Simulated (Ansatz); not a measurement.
# BH3Cl− (SMILES [H][B-]([H])([H])Cl): r2SCAN0/STO-3G

Aim: the vertical ionisation energy of BH3Cl− at r2SCAN0/STO-3G, from 2 runs. 

The results are computed with Ansatz 0.2.0.

6 further runs of the same task are left out: 6 that didn't finish.

### Step 1. The structure to begin with

The species is BH3Cl− (5 atoms), meant as a singlet with charge -1. As SMILES, `[H][B-]([H])([H])Cl`. The shape is that of a GFN2-xTB optimisation.

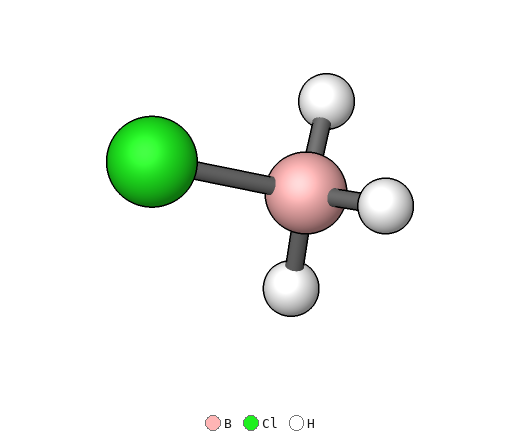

Viewed from a chosen angle; boron pink, chlorine green, hydrogen white.

### Step 2. A single-point energy at r2SCAN0/STO-3G

The input, input.yaml:

```yaml
crystal:
  periodic: [false, false, false]
  atoms:
    - symbol: B
      position_ang: [-0.001280, 0.001630, -0.167010]
    - symbol: Cl
      position_ang: [0.013600, -0.021140, 1.707330]
    - symbol: H
      position_ang: [1.152300, 0.011380, -0.522240]
    - symbol: H
      position_ang: [-0.586640, 1.005700, -0.497000]
    - symbol: H
      position_ang: [-0.577980, -0.997580, -0.521080]
basis:
  gaussian: {orbitals: STO-3G}
total_charge: -1
hamiltonian: {xc: {name: r2SCAN0}}
accuracy: high
```

Started as:

```bash
$ ansatz run input.yaml --threads 1 --pin off --max-ram 2610MiB --events-out events.jsonl --progress --plain --runs-dir runs
```

The program printed:

```text
Warning: RAYON_NUM_THREADS=1 ignored (pool sized by the plan → 1); use --threads N
Functional definition: r2SCAN0
  name "r2SCAN0"
  parameter a = 0.25
  parameter k0 = 0.174
  parameter k1 = 0.065
  parameter a1 = 4.9479
  exchange = (1 - a)*r2scan_x(k0 = k0, k1 = k1, a1 = a1) + a*exact_x
  correlation = r2scan_c
282 factors; integrals over basis functions are off by at most 2.4e-8 eV
mean field evaluation 1: about -13101.9660 eV, gradient 1.1e1 eV
mean field evaluation 2: about -13102.2769 eV, gradient 6.0e0 eV
mean field evaluation 4: about -13102.3941 eV, gradient 2.7e-1 eV
mean field evaluation 8: about -13102.3764 eV, gradient 4.9e-4 eV
mean field -13102.37637442 eV, -481.5034506504 hartree, gradient 5.8e-9 eV, S^2 0.000000; 0 other end points of the search recorded, 0 dependent functions left out
reference -13102.37637469 eV, -481.5034506601 hartree; 13, 13 occupied and 4, 4 virtual orbitals, 282 factors
Total energy: -13102.37637469 eV, -481.5034506601 hartree
```

Run time: 2.4 s. Hardware: 1 thread of Intel Xeon Platinum 8259CL at 2.50GHz (Skylake/Cascade Lake), shared host; peak memory 0.15 GiB.

### Step 3. Doublet neutral BH3Cl at the same level

The input, run.yaml:

```yaml
crystal:
  periodic: [false, false, false]
  atoms:
    - {symbol: B, position_ang: [-0.001280, 0.001630, -0.167010]}
    - {symbol: Cl, position_ang: [0.013600, -0.021140, 1.707330]}
    - {symbol: H, position_ang: [1.152300, 0.011380, -0.522240]}
    - {symbol: H, position_ang: [-0.586640, 1.005700, -0.497000]}
    - {symbol: H, position_ang: [-0.577980, -0.997580, -0.521080]}
basis:
  gaussian:
    orbitals: STO-3G
magnetization:
  spin_polarized: true
  initial_magnetization: 1
hamiltonian:
  xc: {name: r2SCAN0}
accuracy: high
```

Started as:

```bash
$ ansatz run run.yaml --threads 1 --pin off --max-ram 2610MiB --events-out events.jsonl --progress --plain --runs-dir runs
```

The program printed:

```text
Warning: RAYON_NUM_THREADS=1 ignored (pool sized by the plan → 1); use --threads N
[... 8 set-up lines as earlier in the session ...]
282 factors; integrals over basis functions are off by at most 2.4e-8 eV
mean field evaluation 1: about -13100.0392 eV, gradient 5.8e0 eV
mean field evaluation 2: about -13100.0834 eV, gradient 5.7e0 eV
mean field evaluation 4: about -13100.3662 eV, gradient 3.1e-1 eV
mean field evaluation 8: about -13100.3472 eV, gradient 2.6e-2 eV
mean field evaluation 16: about -13100.3496 eV, gradient 1.1e-2 eV
mean field evaluation 32: about -13100.3478 eV, gradient 1.5e-1 eV
mean field -13100.34962751 eV, -481.4289690752 hartree, gradient 1.9e-8 eV, S^2 0.752845; 2 other end points of the search recorded, 0 dependent functions left out
reference -13100.34962804 eV, -481.4289690945 hartree; 13, 12 occupied and 4, 5 virtual orbitals, 282 factors
Total energy: -13100.34962804 eV, -481.4289690945 hartree
```

Run time: 40 s. Hardware: 1 thread of Intel Xeon Platinum 8259CL at 2.50GHz (Skylake/Cascade Lake), shared host; peak memory 0.23 GiB.

### Step 4. Outcome

At r2SCAN0/STO-3G:

| quantity | value |
| --- | --- |
| singlet BH3Cl−: total energy | -481.50345 Eh |
| doublet neutral BH3Cl: total energy | -481.42897 Eh |
| doublet neutral BH3Cl: ⟨S²⟩ | 0.753 |
| vertical detachment energy (to the doublet neutral) | 2.027 eV |

What this shows: Removing an electron at fixed nuclei costs 2.03 eV (196 kJ/mol). In a minimal basis such a difference can be off by several eV, whatever the method.
